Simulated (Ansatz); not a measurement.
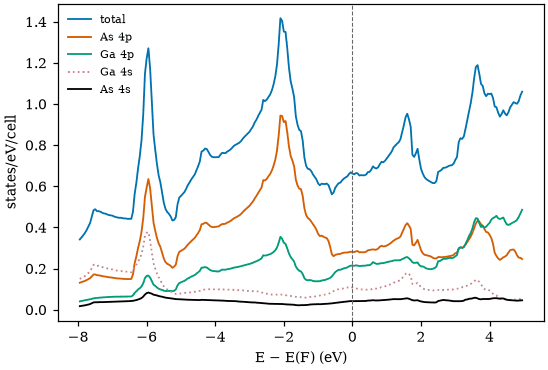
Fig. 1. Total and projected density of states of GaAs in space group I-4m2 (No. 119; Ga on 2c, As on 2a), DFT-r²SCAN in the program Ansatz with PAW potentials

### Question
Which orbitals carry the states next to the Fermi level?

### Answer
Within 0.5 eV of the Fermi level: As 4p 43 %, Ga 4p 32 %, Ga 4s 16 %, As 4s 6 %. Projections are on Löwdin-orthogonalised atomic valence shells; empty p or d shells of many metals are not among them.

### Question
Where is the tallest occupied peak in this window, and what makes it?

### Answer
Near -2.1 eV, about 1.4 states/eV per cell; the largest projected share is As 4p.

The first step of the workflow began from a Materials Project structure, measured or hypothetical; the Crystallography Open Database copy checked does not list it. It is not the phase usual at ambient conditions (space group No. 216). The cell was relaxed with r²SCAN under the symmetry of its start; of distortions, only those at the zone centre were tested. Spin–orbit coupling is left out wherever it is not named.

Potentials: the earlier of the program's two PAW sets.
